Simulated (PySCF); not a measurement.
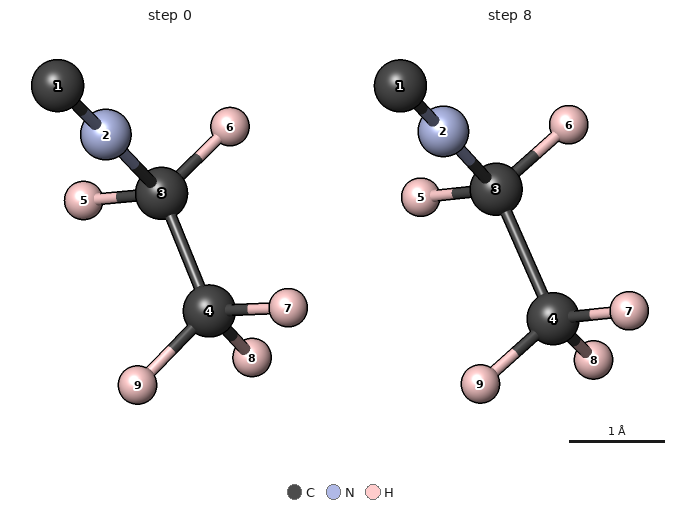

The structure of C3H5N before (left) and after (right) a relaxation, at one scale.

The picture is a ball-and-stick view, seen from a free direction.

The start comes from MMFF94s. Its atoms were then displaced at random by about 0.03 Å.

Theory: PySCF 2.14.0, density-fitted response routines, PBE0-D3(BJ)/def2-SVP geometry optimisation, gas phase. 

**Summarise the run.**

The largest move after the best rigid fit is that of C4, 0.095 Å. By element the largest moves are C 0.095 Å, H 0.057 Å, N 0.042 Å. Some distances before and after: C3–C4 1.388 → 1.520 Å, C1–N2 1.269 → 1.172 Å, N2–C3 1.470 → 1.415 Å, C4–H8 1.145 → 1.099 Å. Among the angles between lasting bonds that change: H8–C4–H9 102.3° → 108.5°, C3–C4–H9 116.8° → 110.8°, C4–C3–H6 116.0° → 110.7°. After 8 geometry steps the energy has fallen by 21.2 kcal/mol. The run took 11 s on 1 thread of AMD EPYC 9R45 96-Core Processor (shared host).
